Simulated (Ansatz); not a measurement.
Ti (hcp, Mg type)

```yaml
crystal:
  lattice:
    - [2.93900, 0.00000, 0.00000]
    - [-1.46950, 2.54525, 0.00000]
    - [0.00000, 0.00000, 4.65011]
  atoms:
    - { symbol: Ti, position: [0.33333, 0.66667, 0.75000] }
    - { symbol: Ti, position: [0.66667, 0.33333, 0.25000] }
```

Equation-of-state scan: isotropic scaling of the cell above, V₀ being its volume. Symmetry pins the atoms to their sites.

Level of theory: PBE (plane waves to 420 eV, PAW, scalar-relativistic; Ansatz, a quantum-chemistry and plane-wave program). k mesh 19×19×11 (Γ-centred), Fermi-Dirac smearing 0.05 eV. The energy includes the smearing's −TS. With the shape held, the modulus is that of even scaling; a crystal free to change shape is softer. Ti is run without spin polarisation. Ti was relaxed with its symmetry unable to fall. The zero of ΔE is the relaxed starting cell.

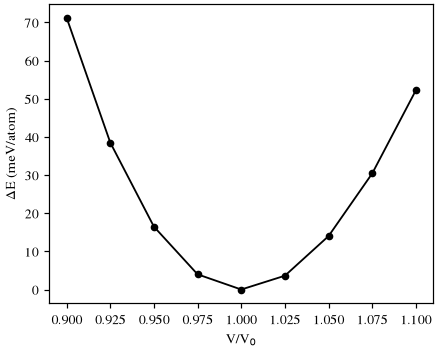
*ΔE (meV/atom) against V/V₀; one marker a computed point.*

Question: What is ΔE at V/V₀ = 0.900?

Answer: About 71 meV/atom.

Question: What is ΔE at V/V₀ = 1.100?

Answer: About 52 meV/atom.

Question: What bulk modulus at fixed cell shape B₀ follows from a third-order Birch-Murnaghan fit?

Answer: About 110 GPa.

(Under strain, the slope of the energy per volume gives the stress and its curvature an elastic modulus.)
